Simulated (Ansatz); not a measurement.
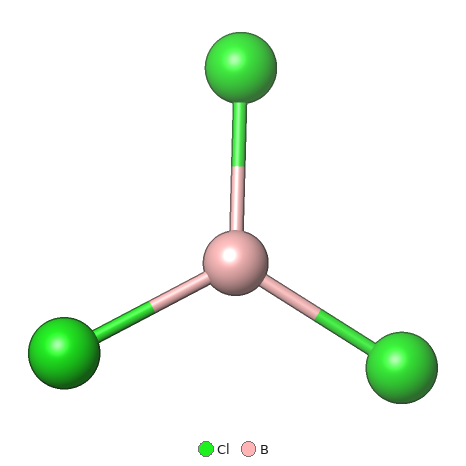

All atoms lie in one plane, which faces the viewer. The geometry was computed by an optimisation with PBE-D4/def2-SVP. No frequency run is at hand to confirm it as a minimum.

> Which symmetry elements does this geometry have?

It has 1 C3 axis, 3 C2 axes, 1 S3 axis and 4 mirror planes, so the point group is D3h. The group has 12 operations. The geometry is achiral, and symmetry forbids a dipole moment.
